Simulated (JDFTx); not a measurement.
System: WC(0001) (P-6m2 bulk; lattice of mp-1894, not re-optimised at this level), 1x1 cell of 5 atoms in 5 planes (C outermost, slab composition W2C3), area 7.37 Å² a face, 5.1 Å between the outermost planes in a cell 21.7 Å high; k mesh 8×8×1, Fermi width 0.01 Ha, no spin polarisation. Whether this polymorph is the ambient one wasn't checked.

Method: PBE, GBRV ultrasoft potentials, plane waves to 20/100 Ha, in JDFTx (a modified build). Liquid on both sides: CANDLE, water, 2 M NaF; nuclei fixed. SHE scale: U = −μ/e − 4.44 V, by convention.

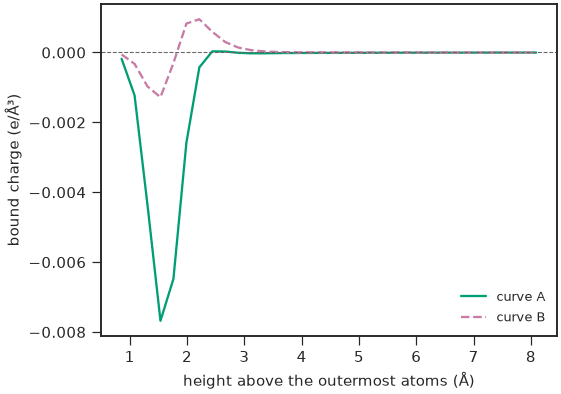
Plane-averaged bound charge of the liquid for two states of the electrode

Question: One curve is the neutral slab. Which, and what is the sign of the other's charge?

Answer: Curve B is neutral (potential of zero charge, 1.52 V). Curve A is positively charged, 8.4 μC/cm² at 2.40 V.
